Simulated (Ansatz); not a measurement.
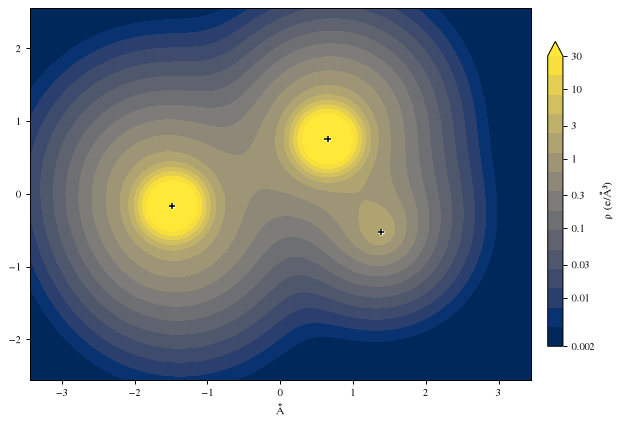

The total electron density on a plane through atoms (crosses mark nuclei in the plane).

Theory: RKS PBE0-D4/def2-TZVPP (Ansatz).

Candidates:
A. BGaH7NSi (SMILES [NH2][GaH][BH][SiH3])
B. H2Se2 (SMILES [SeH][SeH])
C. H2S3 (SMILES SSS)

Which candidate gave the map?

Answer. Candidate B: H2Se2 on the plane of atoms Se1, Se2 and H4, which holds Se and H. Se–Se (2.32 Å): ρ at the midpoint is about 0.72 e/Å³. Se–H (1.47 Å): the density is about 1.4 e/Å³ at the midpoint.
